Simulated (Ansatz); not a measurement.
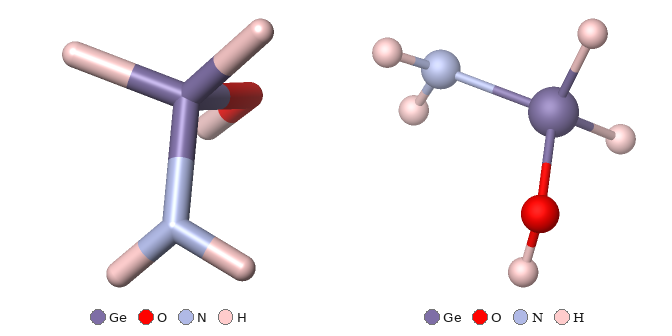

The same structure drawn twice, from different directions.

The geometry was computed by an optimisation with PBE0-D4/def2-TZVP.

**Give the formula.**

GeH5NO, 8 atoms: 1 germanium, 5 hydrogen, 1 nitrogen and 1 oxygen.

**Count the bonded pairs by element.**

2 Ge–H, 2 N–H, 1 Ge–O, 1 Ge–N, 1 O–H. Sticks follow a distance rule.

More results for the same structure follow; atom numbers are the same in all pictures, views and colours differ.

**Electronic properties**

Properties computed with RKS PBE0-D4/def2-TZVPP (Ansatz 0.2.0).

Predict the main results.

- HOMO energy (Kohn–Sham orbital): −7.55 eV
- LUMO energy (Kohn–Sham orbital): 0.48 eV
- HOMO–LUMO gap: 8.03 eV
- dispersion correction: −9.3 kJ/mol

**Vibrations**

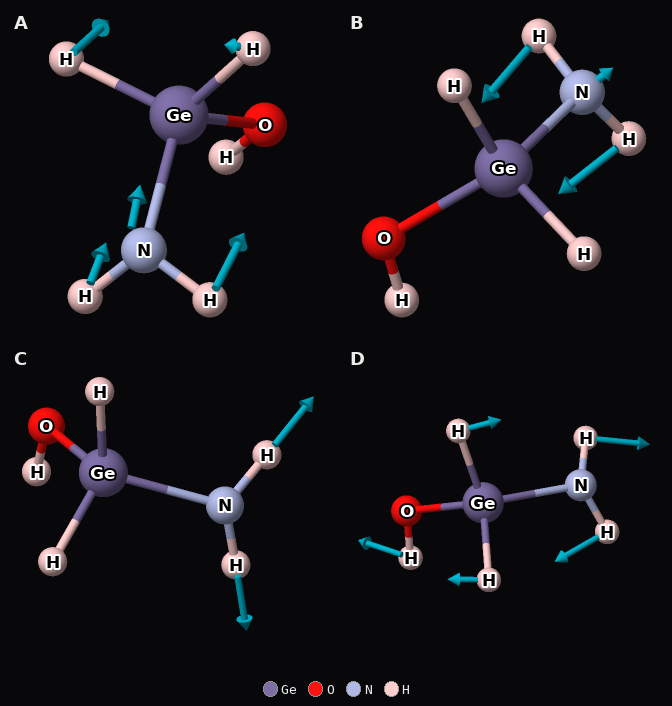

4 normal modes of one molecule or complex, as arrows. Harmonic vibrations computed with RKS PBE0-D4/def2-TZVP (Ansatz 0.2.0) at a stationary point of the same level.

**Match the panels to the wavenumbers 501 cm⁻¹, 706 cm⁻¹, 906 cm⁻¹, 3572 cm⁻¹.**

A: 706 cm⁻¹
B: 501 cm⁻¹, Ge–N–H bending
C: 3572 cm⁻¹, in-phase stretching of 2 N–H bonds
D: 906 cm⁻¹, angle bending

**Thermal motion**

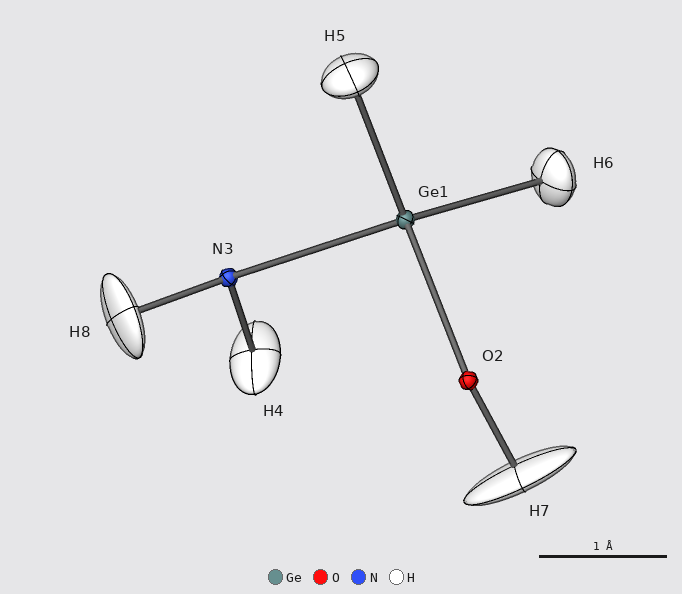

Displacement ellipsoids at the 50 % level, from the internal vibrations of the free molecule (harmonic, no overall translation or rotation; no half-axis is drawn under 0.075 Å). Vibrations computed with RKS PBE0-D4/def2-TZVP (Ansatz 0.2.0). Temperature: 100 K.

**Which atom moves most?**

H7, with U_eq = 0.0412 Å².

**Does H7 move more along its bond or across it?**

Across it: the root-mean-square amplitude is 0.067 Å along the bond and up to 0.317 Å across, since bending and torsion are softer than stretching.

Give the displacement parameters, one line for each set of equivalent atoms.

```
atom  U_eq (Å²)   rms amplitudes (Å)
 Ge1    0.00013  0.007, 0.009, 0.016
  O2     0.0012  0.018, 0.035, 0.046
  N3     0.0014  0.022, 0.035, 0.049
  H4     0.0256  0.069, 0.134, 0.233
  H5     0.0176  0.087, 0.147, 0.154
  H6     0.0177  0.088, 0.148, 0.153
  H7     0.0412  0.067, 0.138, 0.317
  H8     0.0260  0.070, 0.137, 0.233
```
